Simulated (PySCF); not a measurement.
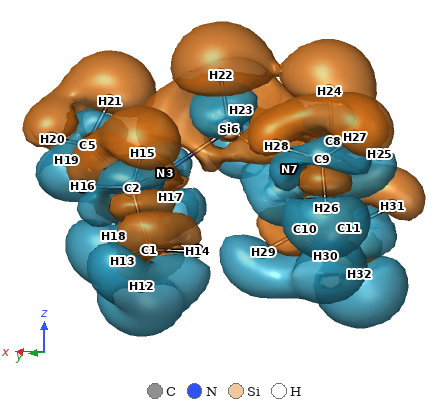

*C8H22N2Si, SMILES `CCN(CC)[SiH2]N(CC)CC`. Change of the electron density in a uniform field of 0.26 V/Å, surfaces at ±0.001 e/Å³ (light blue: gain, orange: loss).*

Method: PBE0/6-31G*; geometry: GFN2-xTB; program: PySCF. No frequency check shows the geometry to be a minimum. A basis without diffuse functions makes polarisabilities too small.

Cartesian coordinates (Å):

```
C1       1.0152    1.9719   -1.5132
C2       1.6094    1.5469   -0.1694
N3       1.4252    0.1387    0.0959
C4       2.4867   -0.7227   -0.3614
C5       3.6485   -0.8041    0.6304
Si6      0.1183   -0.4163    1.0599
N7      -1.3720   -0.2306    0.2215
C8      -2.5896    0.1903    0.8738
C9      -2.9394    1.6419    0.5403
C10     -1.5320   -0.7457   -1.1184
C11     -1.9657   -2.2125   -1.1514
H12      1.4515    1.3917   -2.3235
H13      1.2112    3.0259   -1.6968
H14     -0.0583    1.8073   -1.5073
H15      1.1270    2.1198    0.6261
H16      2.6782    1.7866   -0.1519
H17      2.0813   -1.7252   -0.5125
H18      2.8565   -0.3626   -1.3285
H19      4.4264   -1.4622    0.2510
H20      4.0785    0.1801    0.8001
H21      3.2869   -1.1880    1.5805
H22     -0.0147    0.3952    2.2740
H23      0.4422   -1.8112    1.3967
H24     -2.4594    0.0949    1.9530
H25     -3.4198   -0.4619    0.5807
H26     -3.0943    1.7653   -0.5291
H27     -3.8473    1.9413    1.0584
H28     -2.1248    2.2930    0.8472
H29     -0.5716   -0.6529   -1.6304
H30     -2.2666   -0.1378   -1.6586
H31     -2.9244   -2.3444   -0.6550
H32     -2.0586   -2.5544   -2.1795
H33     -1.2284   -2.8252   -0.6395
```

Along which Cartesian direction does the field point?

Answer. Along +z: electrons gather on the −z side, against the field.

What dipole is induced, and what polarisability does it imply?

Answer. The induced dipole is 1.38 D (along the field); α along this axis, from the fields in both directions, is 109 bohr³ (16.1 Å³).

Which atoms gain and lose the most charge?

Answer. Electrons gather most on H32 (Hirshfeld charge changes by −0.010 e) and leave H22 most (+0.010 e); 0.140 electrons are displaced in all.
